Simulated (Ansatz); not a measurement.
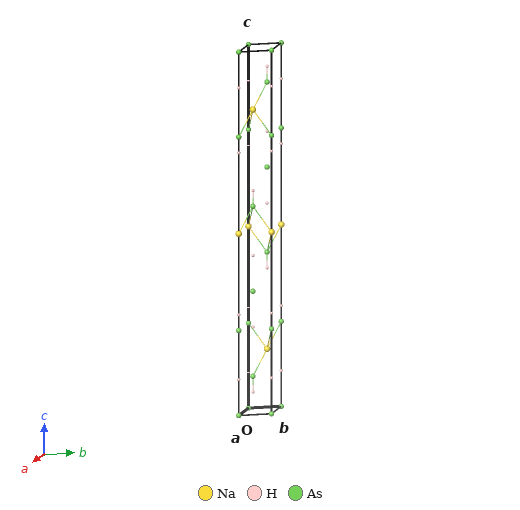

Crystal: NaAs₃H₄, the end point of a relaxation with DFT, PAW plane waves, pbe (Ansatz); the starting structure was generated, so it need not be a known form of this composition. One unit cell is drawn above. Symmetry computed with spglib at a tolerance of 0.002 Å; standard conventional cell.

```
Na H As
1.0
     3.29476    0.00000    0.00000
    -1.64738    2.85335    0.00000
     0.00000    0.00000   36.56491
Na H As
3 12 9
Direct
  0.66667 0.33333 0.83333
  0.33333 0.66667 0.16667
  0.00000 0.00000 0.50000
  0.33333 0.66667 0.76531
  0.00000 0.00000 0.90136
  0.33333 0.66667 0.94386
  0.00000 0.00000 0.72280
  0.00000 0.00000 0.09864
  0.66667 0.33333 0.23469
  0.00000 0.00000 0.27720
  0.66667 0.33333 0.05614
  0.66667 0.33333 0.43198
  0.33333 0.66667 0.56802
  0.66667 0.33333 0.61053
  0.33333 0.66667 0.38947
  0.33333 0.66667 0.90050
  0.00000 0.00000 0.76617
  0.00000 0.00000 0.00000
  0.00000 0.00000 0.23383
  0.66667 0.33333 0.09950
  0.66667 0.33333 0.33333
  0.66667 0.33333 0.56716
  0.33333 0.66667 0.43284
  0.33333 0.66667 0.66667
```

What is its point group?

-3m (D3d), order 12, trigonal system: one threefold axis, three twofold axes, three mirror planes, an inversion centre.

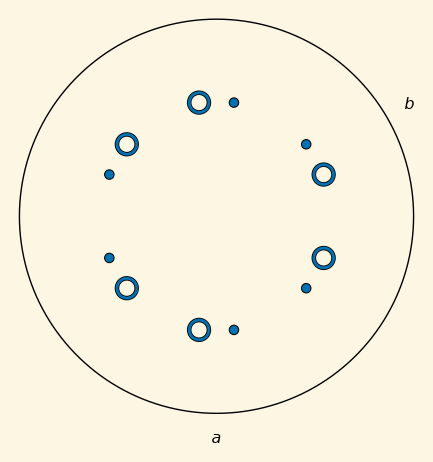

Stereographic projection: filled dots lie in the upper hemisphere, open rings in the lower. The poles are one general form. The c axis points at the viewer.

What does this class allow?

Class -3m is centrosymmetric, so neither piezoelectric nor pyroelectric; it is not chiral. Its Laue class is -3m.
